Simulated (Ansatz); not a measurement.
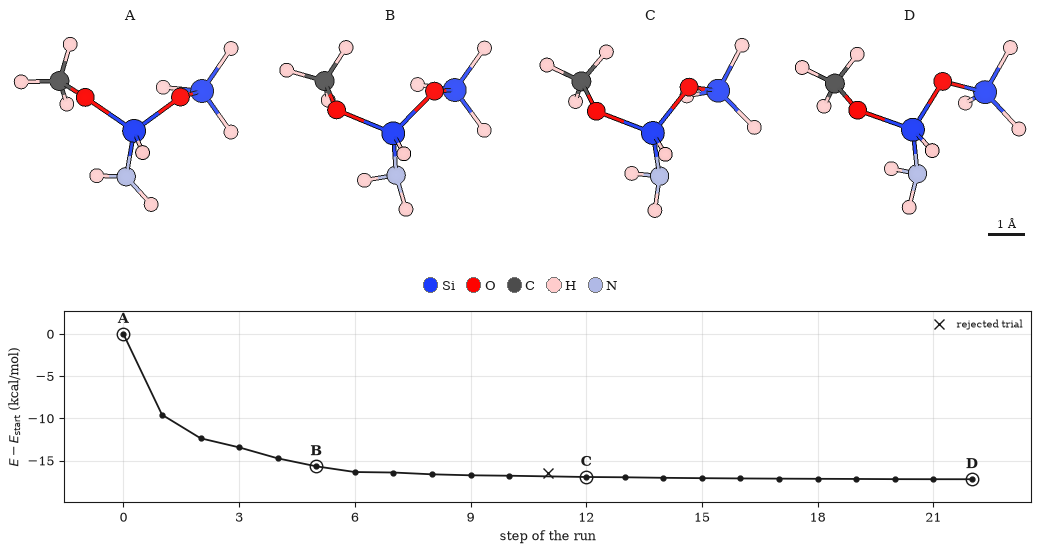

Frames of a relaxation of CH9NO2Si2, marked on the history of the run. Style: ball-and-stick. Shown at a tilt.

The run prepares the start of a later molecular dynamics calculation, from a guessed geometry.

All numbers below come from Ansatz 0.2.0, RKS PBE/STO-3G. Settings: no spin polarisation; force threshold 0.02 eV/Å; at most 40 steps.

Q: Describe the path.

A: An H atom moves most after the best rigid fit: 0.86 Å. By element the largest moves are H 0.86 Å, O 0.77 Å, N 0.42 Å, C 0.26 Å, Si 0.23 Å. Some distances before and after: O–Si 1.680 → 1.733 Å, C–O 1.420 → 1.471 Å, N–Si 1.819 → 1.788 Å, O–Si 1.679 → 1.703 Å. Bond angles that change, for instance: H–N–H 120.0° → 103.3°, Si–O–C 125.0° → 110.7°, Si–N–H 120.0° → 110.1°. Groups turn about O–Si by about 50°, C–O by about 45°, O–Si by about 30°. After 21 accepted moves (22 points after the start) the energy has fallen by 17.2 kcal/mol. Largest force component: 2.6 eV/Å at the start, 0.017 eV/Å at the end. The line search rejected the trial step at point 11 of the run. From step 0 to 5: an H atom moves most (0.48 Å), energy −15.7 kcal/mol. From step 5 to 12: an H atom moves most (0.45 Å), energy −1.27 kcal/mol. From step 12 to 22: an H atom moves most (0.58 Å), energy −0.26 kcal/mol.

```csv
step,"E − E(0), kcal/mol","largest force component, eV/Å",note
0,0.00,2.5552,
1,-9.56,1.2221,
2,-12.35,0.6057,
3,-13.43,0.5037,
4,-14.73,0.9583,
5,-15.67,0.6198,
6,-16.35,0.1953,
7,-16.41,0.2023,
8,-16.62,0.0967,
9,-16.74,0.2464,
10,-16.79,0.4091,
11,-16.52,0.8465,rejected
12,-16.94,0.0690,
13,-16.97,0.0770,
14,-17.03,0.0715,
15,-17.08,0.0965,
16,-17.11,0.0965,
17,-17.13,0.1158,
18,-17.15,0.1077,
19,-17.17,0.0751,
20,-17.19,0.0222,
21,-17.20,0.0266,
22,-17.20,0.0168,
```

Limits of the set-up: STO-3G is a minimal basis, so the numbers are rough.
